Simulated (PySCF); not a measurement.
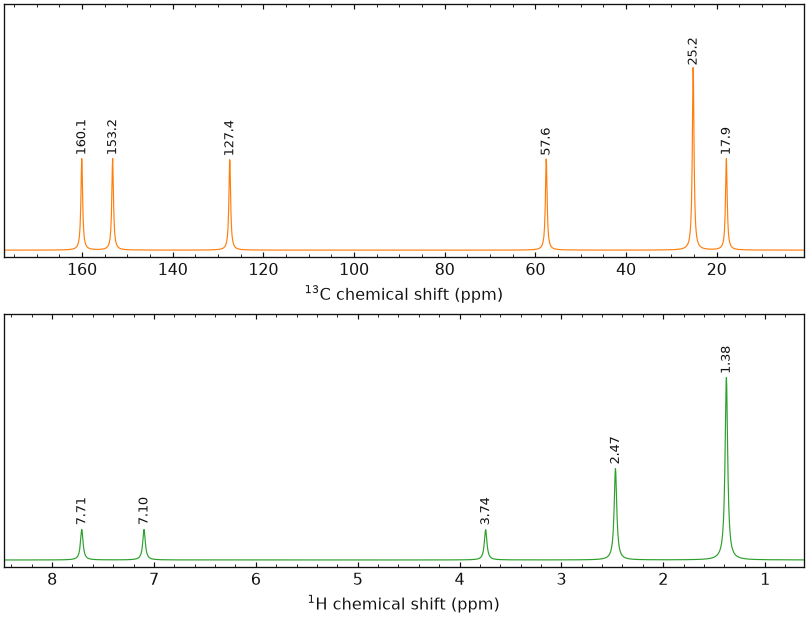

GIAO shifts, mPW1PW91/pcSseg-1 with PySCF 2.14.0, at a PBE0-D3(BJ)/def2-SVP geometry (no frequency check), against TMS for ¹³C and TMS for ¹H computed at the same level. Gas phase, fully decoupled, line heights follow the number of nuclei, widths are arbitrary (no quadrupolar broadening); values of one conformer, averaged over methyl-type rotors and exact or near symmetry; other conformers aren't averaged in.

> Which molecule was computed?
A. C₇H₁₂NP, SMILES Cc1cn(C(C)C)cp1
B. C₂H₆O₃S, SMILES COS(C)(=O)=O

Option A. Its ¹³C signals: 160.1 (1 C), 153.2 (1 C), 127.4 (1 C), 57.6 (1 C), 25.2 (2 C), 17.9 (1 C) ppm. Its ¹H signals: 7.71 (1 H), 7.10 (1 H), 3.74 (1 H), 2.47 (3 H), 1.38 (6 H) ppm.
